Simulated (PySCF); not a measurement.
Molecule: B(CCH)(H)(OH), C2H3BO, SMILES C#CBO, singlet. Atoms near the plane z = 0.0 Å, at the PBE0/def2-SVP optimised geometry (x, y, z in Å): B1 (0.3, -0.7, 0.0), C2 (-0.5, 0.6, 0.0), C3 (-1.0, 1.7, 0.0), H4 (-1.5, 2.6, 0.0), H5 (1.5, -0.7, 0.0), O6 (-0.4, -1.9, 0.0), H7 (0.2, -2.6, 0.0).

Calculation: PySCF 2.14.0 with PBE0/def2-TZVP. Cells within 0.4 Å of a nucleus heavier than hydrogen are left out (blank, or x). The values are rescaled to run from 0 to 1.

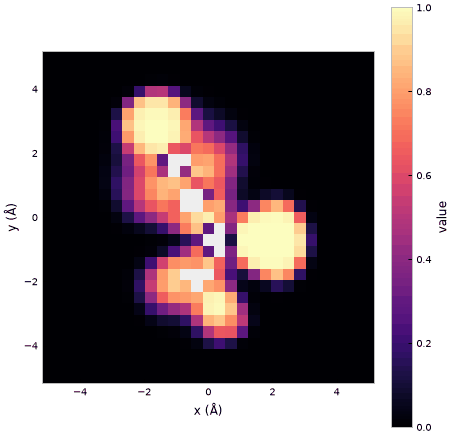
a field on the plane z = 0.0 Å.

Task: Which quantity is mapped?
A) electrostatic potential
B) an orbital amplitude
C) Laplacian of the electron density
D) electron localisation function

Result: D, electron localisation function
